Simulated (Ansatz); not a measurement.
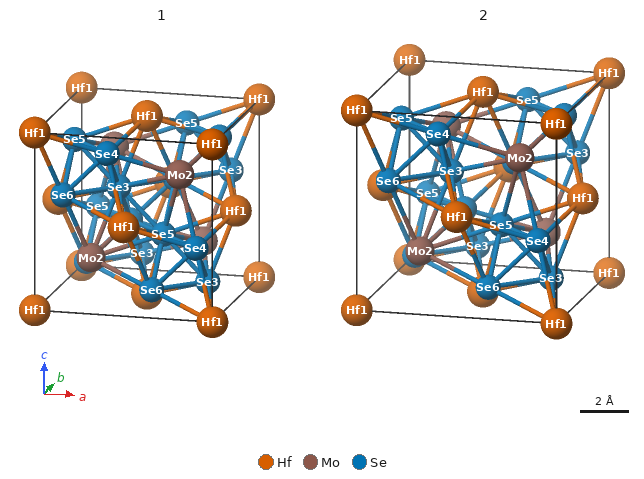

Two geometries of a crystal of HfMoSe4 (a generated structure, set up in F-43m) (coarse preliminary run), drawn at one scale. One is the start of a relaxation, the other its converged end. The picture is a ball-and-stick view of the conventional cell (4 times the calculation's cell), seen slightly off an axis. Lengths and directions refer to the drawn axes.

The calculation used DFT PBE, scalar-relativistic, plane waves, PAW in Ansatz. Settings: plane-wave cutoff 420 eV; k-point mesh 4 × 4 × 4; occupations gaussian; smearing width 0.1 eV; collinear spin; cell and atoms relaxed; force threshold 0.04 eV/Å; at most 70 steps.

Which of the two is the end point?

Answer. Structure 1 is the relaxed one. The energy falls by 336 meV per atom in 4 accepted moves (6 points after the start). The largest force component goes from 0.046 to 0.019 eV/Å. Pressure: −10.56 GPa at the start and 0.20 GPa at the end. The line search rejected the trial step at point 3 of the run. At 1 point the geometry stayed and the basis and grid were re-selected for the new cell (energy shift of 0.6 meV per atom at most each time). The atoms keep their places relative to the cell (all moves are under 0.005 Å). Cell: a = b = c 8.751 → 7.783 Å (−11.1 %). Volume −29.6 %. Some distances before and after: Hf1–Se3 3.627 → 3.226 Å, Mo2–Se3 3.628 → 3.227 Å, Se3–Se4 3.090 → 2.747 Å. The space group stays F-43m (No. 216). The program noted that the starting moments weren't kept. The run may lie on a higher electronic state than the lowest, so the end point isn't shown to be the ground-state structure.
